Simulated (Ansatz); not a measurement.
Process, species as SMILES: C#C (C2H2) → C2H2+ (doublet, bonded as C#C) + e-
B3LYP-D3(BJ)/def2-TZVP geometries, fixed; electronic energies without zero-point terms.

Basis-set convergence of the adiabatic ionisation energy at PBE with Ansatz (a quantum-chemistry and plane-wave program). Cartesian d functions, on some or all atoms, in 6-31G*; all else is spherical. The program fits the integrals of some runs and decomposes those of others, by size. Open shells are unrestricted. No added dispersion term, no relativity. Functions are those of the species that has most. Reference: the value in aug-pcseg-3, 11.269 eV, itself unsure by roughly 0.002 eV (its mean distance from aug-cc-pVQZ, cc-pV5Z, def2-QZVPPD). Deviations are taken from unrounded values.

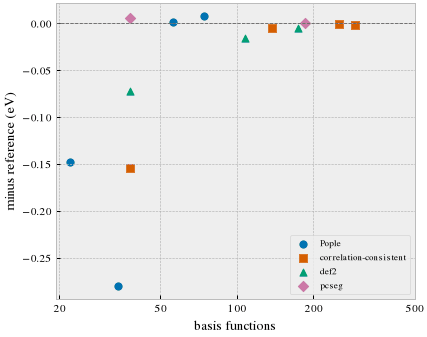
Figure. Deviation from the reference against the number of basis functions, by family of sets.

```csv
basis,functions,adiabatic ionisation energy (eV),minus reference (eV)
6-31G,22,11.121,-0.148
6-31G*,34,10.990,-0.280
cc-pVDZ,38,11.115,-0.154
def2-SVP,38,11.197,-0.073
pcseg-1,38,11.276,0.006
6-311+G**,56,11.271,0.002
"6-311++G(2d,2p)",74,11.277,0.007
def2-TZVPPD,108,11.254,-0.015
aug-cc-pVTZ,138,11.265,-0.005
def2-QZVPP,174,11.265,-0.005
pcseg-3,186,11.270,0.001
aug-cc-pVQZ,252,11.269,0.000
cc-pV5Z,292,11.268,-0.001
```
